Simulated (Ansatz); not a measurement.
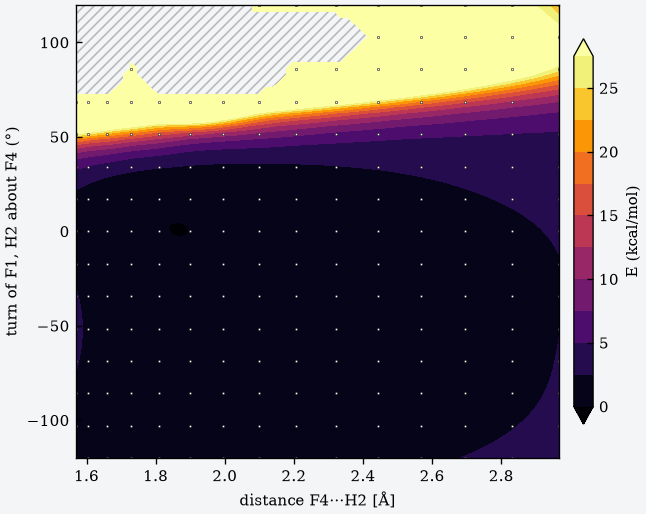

Energy landscape of the pair FH···CH₃F. The turn is about an axis along (−0.59, 0.81, −0.00) in the frame of the relaxed pair, normal to the line between the partners. The first coordinate is: distance F4···H2; the second: turn of F1, H2 about F4. The scan uses a 15 × 15 grid. At 24 points there is no value (left out of the scan, as a rule where atoms come close). Energies: kcal/mol, counted from the lowest grid point. Computed with RHF/def2-TZVPD (Ansatz).

The picture shows filled contours, dots at the grid points, one colour for all values above the top of the scale, hatched blanks where no value was computed. Between grid points the surface is interpolated. 

**Describe this landscape.**

The lowest grid point is at distance F4···H2 = 1.899 Å, turn of F1, H2 about F4 = 0.0°. The highest grid point, distance F4···H2 = 1.730 Å, turn of F1, H2 about F4 = 85.7°, lies 527.9 kcal/mol above the lowest. Round the minimum the two coordinates are nearly uncoupled.

The values on the grid:

```
turn of F1, H2 about F4 ↓, distance F4···H2 →  1.568  1.603  1.660  1.730  1.810  1.899  1.995  2.098  2.207  2.322  2.442  2.567  2.696  2.830  2.968
                                        120.0      –      –      –      –      –      –      –  363.7  245.9  165.1  110.5   73.6   49.3   33.2   22.9
                                        102.9      –      –      –      –      –      –      –      –      –      –  185.7  114.8   72.0   45.8   29.9
                                         85.7      –      –      –  527.9      –      –      –      –  273.1  191.4  128.8   85.2   56.3   37.5   25.5
                                         68.6  143.3  134.2  120.5  105.5   90.5   76.2   63.1   51.2   40.9   32.1   24.9   19.3   15.1   12.0    9.8
                                         51.4   26.7   24.6   21.6   18.5   15.6   13.1   11.0    9.2    7.9    6.8    6.1    5.5    5.2    4.9    4.8
                                         34.3    5.6    4.9    4.0    3.2    2.7    2.3    2.2    2.2    2.3    2.4    2.6    2.8    3.0    3.2    3.4
                                         17.1    2.0    1.6    1.0    0.6    0.4    0.3    0.5    0.7    1.0    1.4    1.7    2.0    2.3    2.6    2.8
                                          0.0    1.7    1.2    0.7    0.3    0.0    0.0    0.1    0.4    0.7    1.0    1.4    1.7    2.0    2.3    2.6
                                        −17.1    2.1    1.6    1.0    0.5    0.2    0.1    0.2    0.4    0.7    1.0    1.3    1.6    2.0    2.2    2.5
                                        −34.3    2.6    2.1    1.4    0.9    0.5    0.4    0.4    0.6    0.8    1.1    1.4    1.7    2.0    2.2    2.5
                                        −51.4    2.8    2.3    1.6    1.0    0.7    0.5    0.5    0.7    0.9    1.1    1.4    1.7    2.0    2.3    2.5
                                        −68.6    2.7    2.1    1.5    0.9    0.6    0.5    0.5    0.6    0.9    1.1    1.4    1.7    2.0    2.3    2.5
                                        −85.7    2.3    1.8    1.2    0.7    0.4    0.3    0.4    0.6    0.8    1.1    1.5    1.8    2.1    2.3    2.6
                                       −102.9    2.1    1.6    1.0    0.6    0.4    0.3    0.4    0.6    0.9    1.2    1.6    1.9    2.2    2.5    2.7
                                       −120.0    2.6    2.1    1.5    1.1    0.8    0.8    0.9    1.1    1.3    1.6    2.0    2.3    2.5    2.8    3.0
```

The input of one point:

```yaml
crystal:
  periodic: [false, false, false]
  atoms:
    - { symbol: F, position_ang: [-0.222119, -0.168064, -2.744523] }
    - { symbol: H, position_ang: [0.126289, 0.087031, -1.948116] }
    - { symbol: C, position_ang: [-0.017262, -0.010305, 0.984865] }
    - { symbol: F, position_ang: [0.612795, 0.44747, -0.148228] }
    - { symbol: H, position_ang: [0.675669, -0.636245, 1.526804] }
    - { symbol: H, position_ang: [-0.888036, -0.576036, 0.688153] }
    - { symbol: H, position_ang: [-0.303947, 0.843942, 1.57958] }
basis:
  gaussian: { orbitals: def2-TZVPD }
hamiltonian:
  xc: hf
output:
  forces: true
```

The whole map (201 points run) took 6.8 min on 1 thread of Arm Neoverse V1 (shared host).
